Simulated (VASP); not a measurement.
Band structure of CrO2 (rutile). Method: PW91 GGA, VASP's PBE PAW potentials (set 64) (plane waves; VASP).

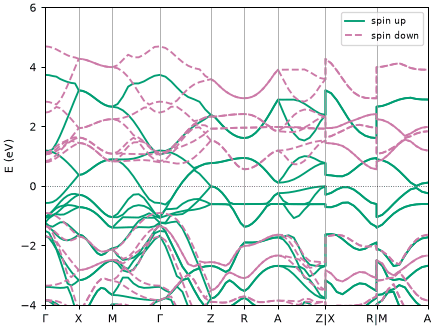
Figure: Bands along high-symmetry lines, zero at the valence-band maximum or, without a gap, the Fermi level

Question: Read the plot: is there a gap, and where are the band edges?

Answer: It has no gap at this level: it comes out as a metal or semimetal. (Edges off the drawn lines would not show.)

The compound is CrO2 in the rutile structure. It was relaxed first.
